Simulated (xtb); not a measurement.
**C3H6Sn: geometry relaxation (part 4 of 4)**

C3H6Sn; GFN1-xTB (xtb 6.7.1). The geometry comes from this level: PBE0-D4/def2-TZVP.

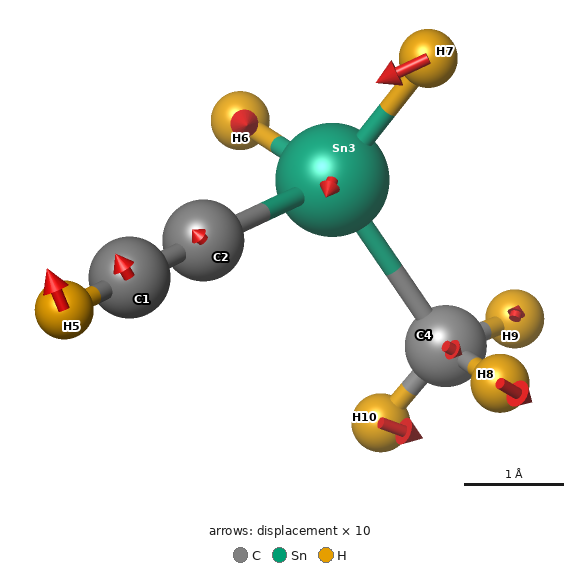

**Figure 1.** The starting structure with the displacements as red arrows, magnified 10 times (ball-and-stick view, seen at a tilt). The two geometries are laid on each other by the best rigid fit. The largest moves after the best rigid fit, 0.059 Å, are those of H6 and H7. By element the largest moves are H 0.059 Å, C 0.029 Å, Sn 0.023 Å. Distances before and after: Sn3–H6 1.706 → 1.668 Å, Sn3–C4 2.133 → 2.145 Å, C2–Sn3 2.088 → 2.080 Å, C4–H10 1.090 → 1.084 Å. Over 13 geometry steps the energy falls by 0.61 kcal/mol. (Atoms are counted from 1 in the order of the input.)

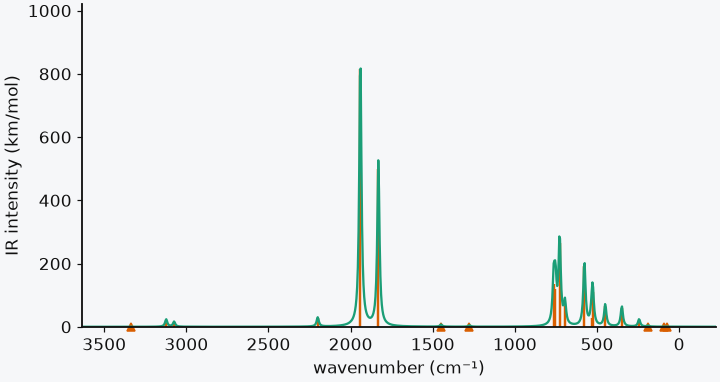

**Figure 2.** Harmonic infrared spectrum, unscaled: sticks (degenerate modes added up, dark ones marked on the axis) with a Lorentzian envelope of 16 cm⁻¹ full width, scaled to the tallest stick. 24 modes from 71 to 3339 cm⁻¹, none imaginary. The strongest line is at 1941 cm⁻¹ (817 km/mol).

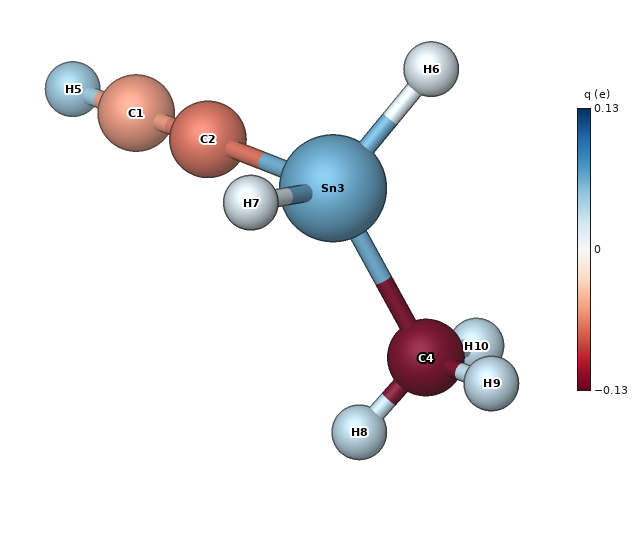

**Figure 3.** Mulliken charges, as the colour of each atom (ball-and-stick view, seen at a tilt; atoms are numbered from 1 in the order of the input). By element: C −0.13 to −0.06, Sn +0.07 and H +0.02 to +0.05 e.

The run was set up as follows.

### Input (geom.xyz)
```
10

C      2.52400000    -0.11820000    -1.25420000
C      1.42160000     0.21890000    -0.89660000
Sn    -0.48800000     0.76950000    -0.25480000
C     -1.17160000    -0.72460000     1.10470000
H      3.49800000    -0.41250000    -1.57250000
H     -0.35690000     2.29610000     0.49510000
H     -1.48370000     0.87240000    -1.63610000
H     -1.20350000    -1.68950000     0.59940000
H     -2.16910000    -0.47590000     1.46720000
H     -0.48770000    -0.78740000     1.95070000
```

Run as:
```bash
xtb geom.xyz --gfn1 --ohess vtight > out.txt
```

### Results in brief

| quantity | value |
| --- | --- |
| outcome | converged |
| electrons treated | 22 |
| total energy | −11.961294 hartree |
| dispersion energy | −0.002965 hartree |
| basis functions | 34 |
| HOMO | −12.04 eV |
| LUMO | −6.26 eV |
| zero-point energy | 0.067132 hartree |
| dipole moment | 1.06 D |
| wavenumbers, lowest and highest | 71 and 3339 cm⁻¹ |
| hardware | 1 thread of Intel Xeon (Granite Rapids), 96 GiB of memory available, shared host |
| peak memory | 0.068 GiB |
